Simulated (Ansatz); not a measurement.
Consider CH$_{5}$Al$_{2}$NO (SMILES N=[CH][AlH][AlH][OH]).

Input

```
crystal:
  periodic: [false, false, false]
  atoms:
    - { symbol: "N", position_ang: [2.15, -0.659, -0.5787] }
    - { symbol: C, position_ang: [1.3234, -1.5429, -0.1564] }
    - { symbol: Al, position_ang: [-0.5419, -1.1509, 0.4537] }
    - { symbol: Al, position_ang: [-1.3031, 1.1882, 0.4218] }
    - { symbol: O, position_ang: [-0.3055, 2.5312, -0.1995] }
    - { symbol: H, position_ang: [1.7945, 0.3845, -0.6328] }
    - { symbol: H, position_ang: [1.7077, -2.5623, -0.1219] }
    - { symbol: H, position_ang: [-1.3991, -2.3221, 0.9896] }
    - { symbol: H, position_ang: [-2.8606, 1.5049, 0.9589] }
    - { symbol: H, position_ang: [-0.4824, 2.5771, -1.1318] }
basis:
  gaussian: { orbitals: def2-SVP }
hamiltonian:
  xc: cam_b3lyp
  dispersion: d4
relax:
  f_tol: 0.015
  max_steps: 40
output:
  orbitals: {}
```

Launched as:

```sh
ansatz run input.yaml --threads 2 --pin off --max-ram 3072MiB --backend cpu --events-out ev --progress --plain --runs-dir out
```

The fields are those of the relaxed geometry.

Method: Ansatz, RKS CAM-B3LYP-D4/def2-SVP.

### What will maps of the electron density and electron localisation function show?

C–N (1.28 Å): ρ is about 2.8 e/Å³ halfway; the ELF peaks at about 0.90 between the atoms, as expected for localised, covalent bonding.
Al–O (1.71 Å): the density is about 0.81 e/Å³ at the midpoint; the ELF peaks at about 0.85 in the valence shell of O, 0.6 Å from its nucleus, and is about 0.35 at the midpoint.
C–Al (1.99 Å): ρ is about 0.71 e/Å³ halfway; the ELF peaks at about 1 between the atoms, as expected for a polar covalent bond.
Al–Al (2.57 Å): ρ at the midpoint is about 0.42 e/Å³; the ELF peaks at about 1 between the atoms, as expected for a shared electron pair.

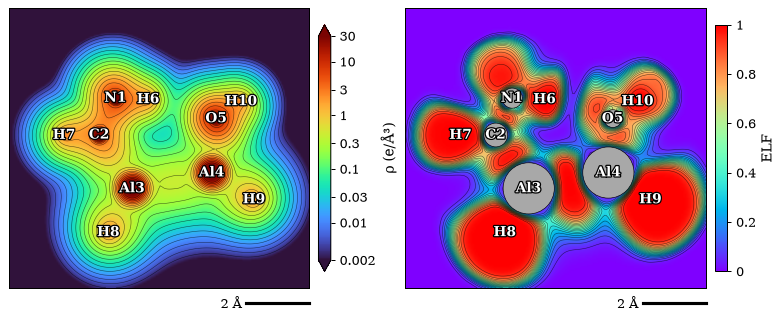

Computed electron density and electron localisation function on the molecular plane, in this order. Grey discs cover the atomic cores in the ELF map. 
